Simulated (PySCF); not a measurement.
SMILES C[Si](C)(C)O (C3H10OSi), singlet at its GFN2-xTB optimised geometry (Å):

```
15

C     -0.9205     1.1295     0.0000
Si    -0.3043    -0.6757     0.0000
C     -1.0002    -1.6487    -1.4734
C      1.6032    -0.6757     0.0000
O     -0.8858    -1.4887     1.2997
H     -0.6197     1.6551    -0.9001
H     -0.5278     1.6873     0.8461
H     -2.0043     1.1727     0.0561
H     -0.6608    -2.6792    -1.4550
H     -0.6897    -1.2136    -2.4177
H     -2.0850    -1.6616    -1.4544
H      2.0034    -0.2230    -0.9010
H      2.0043    -0.1223     0.8450
H      1.9941    -1.6873     0.0580
H     -0.6890    -1.2104     2.1900
```

Computed with PBE0/def2-TZVP in PySCF 2.14.0.

Map of the deformation density (molecule minus spherical neutral atoms) (e/bohr³) on the plane z = 0.8 Å:

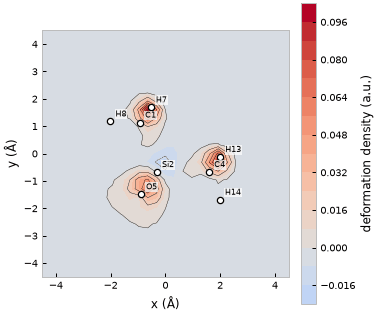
Figure: Deformation density (molecule minus spherical neutral atoms) (e/bohr³) on the plane z = 0.8 Å.
